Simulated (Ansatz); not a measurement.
## Molecular dynamics of GeH₄ClF (part 3 of 3)

Continued. System: GeH₄ClF. Method: RHF/def2-SVP (Ansatz 0.2.0). It belongs to a series of runs on one base structure; here: dynamics from the highest image of the converged band.

Geometry of the input (Å):
```
Ge 0.1955  0.1622  -0.0800
H  -0.6938  0.4471  1.4888
Cl 1.9961  0.2429  -1.3185
H  -0.7408  1.1157  -0.7939
H  -0.0652  -1.3262  0.0310
F  1.2814  0.9631  1.4122
H  0.2563  0.8021  1.7704
```

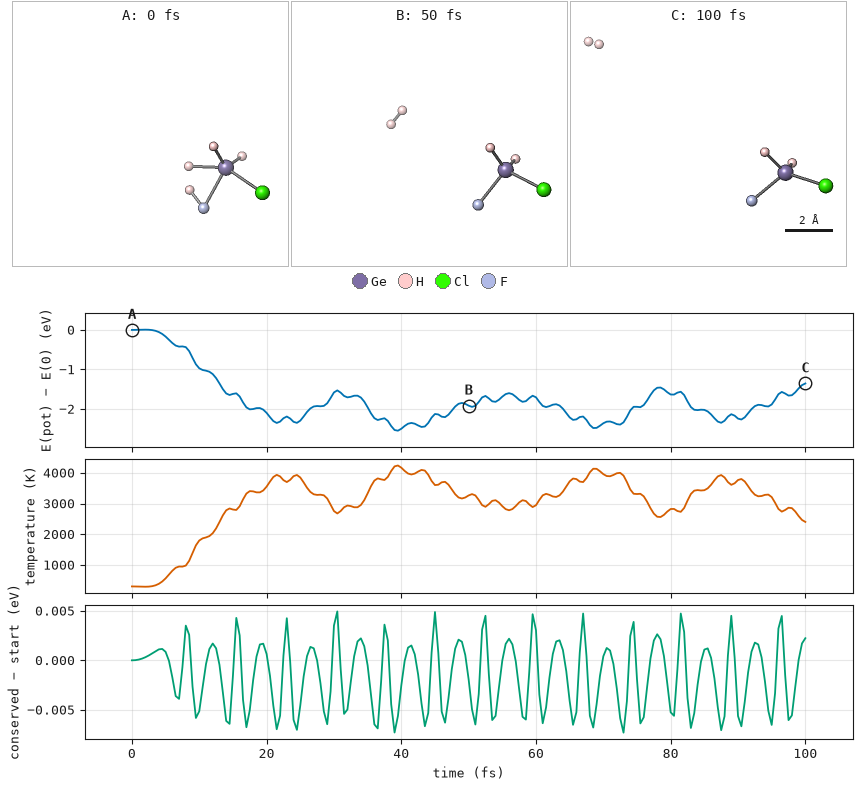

**Figure 1.** Frames of the molecular dynamics (ball-and-stick, seen at a tilt) above the curves, on which the letters mark them. The trajectory kept here has 201 frames over 100 fs. The temperature starts at 300 K, ranges from 290 to 4238 K and averages 3281 K over the second half. The potential energy ends 1.355 eV below its first value. The conserved quantity stays within 0.012 eV. After an unweighted best fit of the last frame on the first, the root-mean-square displacement is 4.83 Å, and H7 has moved furthest (8.03 Å).

```
Total energy: -71732.88272906 eV, -2636.1348179988 hartree
Atom 0 at     0.553787     0.278833    -0.132533 Å, force    -0.625899     1.387211     5.020481 eV/Å
Atom 1 at    -8.497047    -1.046911     7.843655 Å, force    -1.332148    -0.969765     2.719162 eV/Å
Atom 2 at     1.894048     0.039547    -1.734906 Å, force     0.588040     0.197866    -0.073313 eV/Å
Atom 3 at    -0.564446     1.245432    -0.442325 Å, force     0.063768     0.032945    -0.457770 eV/Å
Atom 4 at     0.173588    -1.047788     0.493115 Å, force     0.082460    -0.228559    -0.480170 eV/Å
Atom 5 at     0.977665     1.066183     1.648268 Å, force    -0.108378    -1.389472    -4.009258 eV/Å
Atom 6 at    -8.857668    -1.309433     8.579616 Å, force     1.332155     0.969775    -2.719131 eV/Å
Dipole moment:    -0.273884    -0.269635    -0.569460 e Å
```

Trajectory as extended XYZ (Å, eV, eV/Å), 14 of the 201 frames kept, from step=0 to step=200:
```
7
Properties=species:S:1:pos:R:3:forces:R:3 step=0 time_fs=0.0 energy=-71731.52751 temperature=300.0
Ge    0.1955    0.1622   -0.0800   -0.0056  -0.0025  -0.0037
H    -0.6938    0.4471    1.4888    0.0001  -0.0012   0.0001
Cl    1.9961    0.2429   -1.3185   -0.0001  -0.0002  -0.0002
H    -0.7408    1.1157   -0.7939    0.0008   0.0001  -0.0005
H    -0.0652   -1.3262    0.0310    0.0005  -0.0002  -0.0008
F     1.2814    0.9631    1.4122    0.0111   0.0035   0.0032
H     0.2563    0.8021    1.7704   -0.0068   0.0006   0.0018
7
Properties=species:S:1:pos:R:3:forces:R:3 step=15 time_fs=7.5 energy=-71731.94519 temperature=945.2
Ge    0.1975    0.1625   -0.0866    3.6379   1.5307   1.3415
H    -0.7185    0.3385    1.7244   -4.0041  -1.6916   0.0793
Cl    1.9988    0.2396   -1.3191   -0.5661  -0.2425  -0.2283
H    -0.7599    1.1938   -0.6347   -0.1265  -0.1088   0.1754
H    -0.1274   -1.2905    0.1490   -0.1122   0.0341   0.0488
F     1.2944    0.9745    1.4103   -0.6512  -0.9639  -2.7207
H    -0.1215    0.6745    1.7891    1.8222   1.4420   1.3040
7
Properties=species:S:1:pos:R:3:forces:R:3 step=31 time_fs=15.5 energy=-71733.13200 temperature=2789.2
Ge    0.2243    0.1738   -0.0827    3.2168   1.8037   2.6806
H    -1.2889    0.1659    2.1168   -3.9210  -2.6552  -0.8898
Cl    1.9931    0.2323   -1.3233   -0.6597  -0.3310  -0.5002
H    -0.8239    1.2216   -0.4109    0.0798  -0.1781  -0.1695
H    -0.2254   -1.2428    0.2701    0.1876   0.2835  -0.1474
F     1.2758    0.9573    1.3389   -2.5909  -1.6125  -2.1946
H    -0.7693    0.5382    2.2589    3.6874   2.6895   1.2208
7
Properties=species:S:1:pos:R:3:forces:R:3 step=46 time_fs=23.0 energy=-71733.71941 temperature=3698.0
Ge    0.2730    0.1981   -0.0606    0.5215   0.7464   0.6553
H    -1.9416    0.0311    2.5799   -3.4998  -2.6706  -1.9451
Cl    1.9782    0.2205   -1.3353   -0.1877  -0.3352  -1.0258
H    -0.8575    1.1770   -0.3015    0.0513   0.0854  -0.4891
H    -0.2416   -1.1586    0.3208    0.1268  -0.4657  -0.0544
F     1.1914    0.8990    1.2128   -0.5114  -0.0383   0.8996
H    -1.4668    0.3957    2.8468    3.4993   2.6780   1.9595
7
Properties=species:S:1:pos:R:3:forces:R:3 step=62 time_fs=31.0 energy=-71733.11508 temperature=2755.0
Ge    0.3247    0.2254   -0.0376   -5.4701  -4.2316  -6.8094
H    -2.6439   -0.1025    3.0886   -2.2009  -1.7562  -2.0252
Cl    1.9598    0.2024   -1.3655    0.4869  -0.2660  -1.3696
H    -0.8380    1.1418   -0.4396    0.2438  -0.1034  -0.1523
H    -0.1569   -1.2047    0.3124    0.2005   0.3977  -0.1729
F     1.0998    0.8479    1.1281    4.5355   4.2027   8.5085
H    -2.2151    0.2400    3.4839    2.2042   1.7567   2.0209
7
Properties=species:S:1:pos:R:3:forces:R:3 step=77 time_fs=38.5 energy=-71733.96072 temperature=4058.0
Ge    0.3413    0.2268   -0.0568   -0.6168  -0.6799  -1.5800
H    -3.2923   -0.2184    3.5754   -1.5379  -1.2686  -2.0605
Cl    1.9494    0.1813   -1.4143    0.7252  -0.1140  -0.9817
H    -0.7352    1.0964   -0.6602   -0.2074   0.2047   0.2645
H    -0.0193   -1.1880    0.2544   -0.3314  -0.4330   0.2802
F     1.1153    0.8979    1.2505    0.4299   1.0224   2.0188
H    -2.9249    0.0852    4.0695    1.5383   1.2683   2.0586
7
Properties=species:S:1:pos:R:3:forces:R:3 step=92 time_fs=46.0 energy=-71733.72386 temperature=3690.3
Ge    0.3497    0.2200   -0.0899    1.5629   0.7934   2.7252
H    -3.9362   -0.3297    4.0689   -0.9449  -0.8088  -1.8260
Cl    1.9494    0.1583   -1.4779    0.4252  -0.0535  -0.3479
H    -0.6959    1.1194   -0.7363   -0.0375   0.0007   0.5325
H    -0.0008   -1.2318    0.2949   -0.0724   0.6133   0.0202
F     1.1519    0.9825    1.4409   -1.8779  -1.3535  -2.9292
H    -3.6387   -0.0743    4.6470    0.9446   0.8085   1.8252
7
Properties=species:S:1:pos:R:3:forces:R:3 step=108 time_fs=54.0 energy=-71733.34735 temperature=3107.1
Ge    0.3712    0.2204   -0.1049    2.0415   2.2619   3.6015
H    -4.6258   -0.4500    4.5841    0.0936   0.0866   0.2920
Cl    1.9559    0.1328   -1.5515   -0.2613  -0.0225   0.2973
H    -0.7005    1.1793   -0.5600   -0.0065   0.1135  -0.0318
H    -0.0537   -1.1182    0.3853   -0.0599  -0.5559   0.0374
F     1.1377    1.0344    1.5607   -1.7134  -1.7968  -3.9042
H    -4.3976   -0.2432    5.2738   -0.0940  -0.0868  -0.2922
7
Properties=species:S:1:pos:R:3:forces:R:3 step=123 time_fs=61.5 energy=-71733.48048 temperature=3314.4
Ge    0.4056    0.2358   -0.0912    1.1587   1.5546   3.7297
H    -5.2610   -0.5521    5.0922    0.1517   0.1522   0.8105
Cl    1.9583    0.1087   -1.6161   -0.6955   0.0698   0.7885
H    -0.6814    1.2597   -0.3884    0.2101  -0.1540  -0.4172
H    -0.0902   -1.1249    0.4314    0.3597   0.2574  -0.4682
F     1.0745    1.0311    1.5603   -1.0327  -1.7277  -3.6328
H    -5.1205   -0.4122    5.8361   -0.1520  -0.1522  -0.8105
7
Properties=species:S:1:pos:R:3:forces:R:3 step=138 time_fs=69.0 energy=-71734.00699 temperature=4129.6
Ge    0.4494    0.2635   -0.0518    0.4818   0.8160   0.3885
H    -5.8935   -0.6512    5.6094    0.0773   0.1110   1.2916
Cl    1.9508    0.0857   -1.6689   -0.6107   0.2378   1.0566
H    -0.5918    1.2915   -0.4287   -0.1048  -0.0777  -0.4123
H     0.0057   -1.1241    0.2956   -0.0523  -0.3700   0.0231
F     0.9831    0.9807    1.4611    0.2862  -0.6062  -1.0560
H    -5.8464   -0.5842    6.3893   -0.0775  -0.1110  -1.2916
7
Properties=species:S:1:pos:R:3:forces:R:3 step=154 time_fs=77.0 energy=-71733.17429 temperature=2848.3
Ge    0.4971    0.2952   -0.0129   -2.6765  -3.9669  -9.1325
H    -6.5654   -0.7547    6.1555   -0.1801  -0.0474   2.5640
Cl    1.9332    0.0652   -1.7077   -0.0827   0.3781   1.0543
H    -0.5161    1.2448   -0.6619   -0.0291  -0.1830   0.2986
H     0.1162   -1.1822    0.1467   -0.1141   0.3573   0.3433
F     0.9005    0.9187    1.3445    2.9025   3.4145   7.4362
H    -6.6235   -0.7700    6.9850    0.1800   0.0473  -2.5640
7
Properties=species:S:1:pos:R:3:forces:R:3 step=169 time_fs=84.5 energy=-71733.54622 temperature=3423.3
Ge    0.5255    0.3005   -0.0345   -1.3123  -2.2526  -4.6541
H    -7.1937   -0.8492    6.6958   -0.5267  -0.3211   2.6981
Cl    1.9152    0.0517   -1.7277    0.3170   0.3583   0.8500
H    -0.4929    1.1424   -0.7631   -0.3095   0.3515   0.3972
H     0.1498   -1.1458    0.1830   -0.1447  -0.1193   0.3799
F     0.8949    0.9414    1.4107    1.4495   1.6622   3.0271
H    -7.3536   -0.9467    7.5151    0.5267   0.3211  -2.6981
7
Properties=species:S:1:pos:R:3:forces:R:3 step=185 time_fs=92.5 energy=-71733.45593 temperature=3286.6
Ge    0.5434    0.2878   -0.0942   -0.8620   0.5672   2.8009
H    -7.8642   -0.9499    7.2785   -0.9861  -0.6826   2.9299
Cl    1.9008    0.0433   -1.7350    0.4227   0.2595   0.4400
H    -0.5776    1.1740   -0.6364    0.2681   0.0176   0.1665
H     0.1307   -1.0995    0.3898    0.1515   0.0780  -0.2401
F     0.9356    1.0170    1.5743    0.0198  -0.9223  -3.1673
H    -8.1321   -1.1353    8.0743    0.9861   0.6826  -2.9299
7
Properties=species:S:1:pos:R:3:forces:R:3 step=200 time_fs=100.0 energy=-71732.88273 temperature=2400.3
Ge    0.5538    0.2788   -0.1325   -0.6259   1.3872   5.0205
H    -8.4970   -1.0469    7.8437   -1.3321  -0.9698   2.7192
Cl    1.8940    0.0395   -1.7349    0.5880   0.1979  -0.0733
H    -0.5644    1.2454   -0.4423    0.0638   0.0329  -0.4578
H     0.1736   -1.0478    0.4931    0.0825  -0.2286  -0.4802
F     0.9777    1.0662    1.6483   -0.1084  -1.3895  -4.0093
H    -8.8577   -1.3094    8.5796    1.3322   0.9698  -2.7191
```

Key numbers:

```tsv
quantity	value
outcome	finished
mean temperature over the second half	3281 K
trajectory	200 steps, 100 fs
ensemble	nve
temperature in the input	300.0 K
time step	0.5 fs
potential energy (last step)	−71732.8827 eV
mean-field energy (last step)	−71732.8827 eV
largest force (length of the vector) (last step)	5.246 eV/Å
hardware	1 thread of Arm Neoverse V1, 24 GiB of memory available, shared host
wall time	5 min
peak memory	0.18 GiB
```

Remarks:

So short a trajectory is not equilibrated.
